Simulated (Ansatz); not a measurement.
# PH3F+ (SMILES F[PH3+]) at B3LYP/STO-3G

What is the vertical ionisation energy of PH3F+ at B3LYP/STO-3G? 

Program for the calculation: Ansatz 0.2.0.

3 further runs of the same task are left out: 1 that didn't finish, 2 set aside as unsound or not needed.

## Step 1: The structure to begin with

PH3F+ has 5 atoms, charge +1, and is taken as a singlet. As SMILES, `F[PH3+]`. Geometry: relaxed at GFN2-xTB.

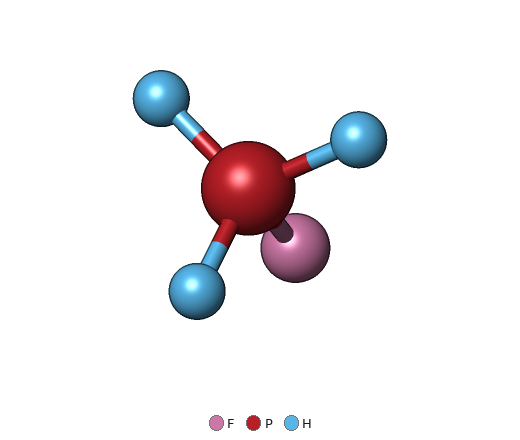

The structure, seen from a chosen angle (fluorine pink, phosphorus red, hydrogen blue).

## Step 2: A single-point energy at B3LYP/STO-3G

job.yaml

```yaml
crystal:
  periodic: [false, false, false]
  atoms:
    - symbol: F
      position_ang: [-1.365490, 0.250400, 0.341100]
    - symbol: P
      position_ang: [0.122590, -0.022380, -0.030680]
    - symbol: H
      position_ang: [0.038180, -0.428620, -1.349370]
    - symbol: H
      position_ang: [0.486130, -1.008290, 0.868130]
    - symbol: H
      position_ang: [0.718590, 1.208890, 0.170830]
basis:
  gaussian:
    orbitals: STO-3G
total_charge: 1
hamiltonian:
  xc: {name: B3LYP}
accuracy: high
```

Command:

```
$ ansatz run job.yaml --threads 1 --pin off --max-ram 2610MiB --events-out events.jsonl --progress --plain --runs-dir runs
```

The log of the run:

```text
Warning: RAYON_NUM_THREADS=1 ignored (pool sized by the plan → 1); use --threads N
Functional definition: B3LYP
  name "B3LYP"
  parameter a0 = 0.2
  parameter ax = 0.72
  parameter ac = 0.81
  exchange = (1 - a0 - ax)*slater_x + ax*b88_x + a0*exact_x
  correlation = (1 - ac)*vwn_rpa_c + ac*lyp_c
290 factors; integrals over basis functions are off by at most 3.3e-8 eV
mean field evaluation 1: about -11898.0033 eV, gradient 3.0e1 eV
mean field evaluation 2: about -11890.8255 eV, gradient 6.5e1 eV
mean field evaluation 4: about -11902.1125 eV, gradient 9.8e-1 eV
mean field evaluation 8: about -11902.0968 eV, gradient 1.0e-3 eV
mean field evaluation 16: about -11902.0968 eV, gradient 7.2e-9 eV
mean field -11902.09681466 eV, -437.3939904076 hartree, gradient 7.2e-9 eV, S^2 0.000000; 0 other end points of the search recorded, 0 dependent functions left out
reference -11902.09683830 eV, -437.3939912764 hartree; 13, 13 occupied and 4, 4 virtual orbitals, 290 factors
Total energy: -11902.09683830 eV, -437.3939912764 hartree
```

Run time: 0.56 s. Hardware: 1 thread of Intel Xeon Platinum 8559C (Emerald Rapids), shared host; peak memory 0.11 GiB.

## Step 3: Doublet [PH3F]2+ at the same level

input.yaml

```yaml
crystal:
  periodic: [false, false, false]
  atoms:
    - {symbol: F, position_ang: [-1.365490, 0.250400, 0.341100]}
    - {symbol: P, position_ang: [0.122590, -0.022380, -0.030680]}
    - {symbol: H, position_ang: [0.038180, -0.428620, -1.349370]}
    - {symbol: H, position_ang: [0.486130, -1.008290, 0.868130]}
    - {symbol: H, position_ang: [0.718590, 1.208890, 0.170830]}
basis:
  gaussian: {orbitals: STO-3G}
total_charge: 2
magnetization: {spin_polarized: true, initial_magnetization: 1}
hamiltonian: {xc: {name: B3LYP}}
accuracy: high
```

Command:

```
$ ansatz run input.yaml --threads 1 --pin off --max-ram 2610MiB --events-out events.jsonl --progress --plain --runs-dir runs
```

The log of the run (excerpt; [...] marks lines left out):

```text
Warning: RAYON_NUM_THREADS=1 ignored (pool sized by the plan → 1); use --threads N
[... 7 set-up lines as earlier in the session ...]
290 factors; integrals over basis functions are off by at most 3.3e-8 eV
mean field evaluation 1: about -11870.2151 eV, gradient 3.0e1 eV
mean field evaluation 2: about -11703.9569 eV, gradient 1.4e2 eV
mean field evaluation 4: about -11881.9806 eV, gradient 1.3e1 eV
mean field evaluation 8: about -11883.2251 eV, gradient 9.6e-2 eV
mean field evaluation 16: about -11883.2033 eV, gradient 3.1e-3 eV
mean field evaluation 32: about -11883.2037 eV, gradient 1.0e-8 eV
mean field evaluation 64: about -11883.2033 eV, gradient 3.2e-3 eV
mean field -11883.20366121 eV, -436.6996798246 hartree, gradient 1.0e-8 eV, S^2 0.752668; 2 other end points of the search recorded, 0 dependent functions left out
reference -11883.20368619 eV, -436.6996807428 hartree; 13, 12 occupied and 4, 5 virtual orbitals, 290 factors
Total energy: -11883.20368619 eV, -436.6996807428 hartree
```

It took 13 s on 1 thread of Intel Xeon Platinum 8559C (Emerald Rapids), shared host; peak memory 0.14 GiB.

## Step 4: Outcome

At B3LYP/STO-3G:

```
                                            quantity          value
                         singlet PH3F+: total energy  -437.39399 Eh
                      doublet [PH3F]2+: total energy  -436.69968 Eh
                              doublet [PH3F]2+: ⟨S²⟩          0.753
vertical ionisation energy (to the doublet dication)      18.893 eV
```

What this shows: The vertical ionisation energy comes to 18.89 eV (436 kcal/mol). In a minimal basis such a difference can be off by several eV, whatever the method.
